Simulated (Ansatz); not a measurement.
System: fluorite CoSi2. Method: PBEsol-D3(BJ) (plane waves, PAW; Ansatz, a program for electronic structure).

Run with plane-wave cutoff 520 eV, 18×18×18 k mesh, Fermi–Dirac smearing 0.05 eV, no spin polarisation, scalar-relativistic PAW data made under PBE.

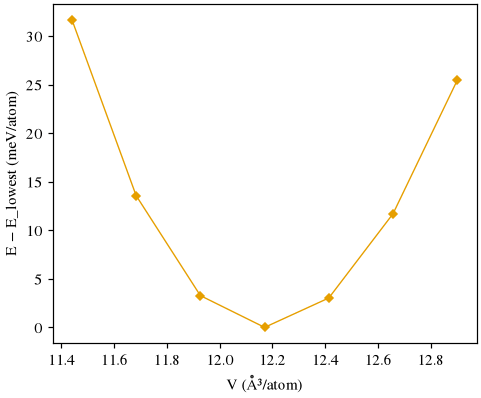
Figure. Total energy against volume

Problem. From the curve, estimate the equilibrium volume and the bulk modulus.

Solution. V0 ≈ 12.2 Å³/atom and B0 ≈ 210 GPa; the fit gives V0 = 12.171 Å³/atom, B0 = 207 GPa, B′ = 4.4.

Measured, for comparison: equilibrium volume per atom 12.87 Å³/atom (room temperature, not corrected to a static lattice; as tabulated in Hegde and Bowen (2014), arXiv:1405.1317). Computed (rounded) less measured: equilibrium volume per atom -5.4 %.
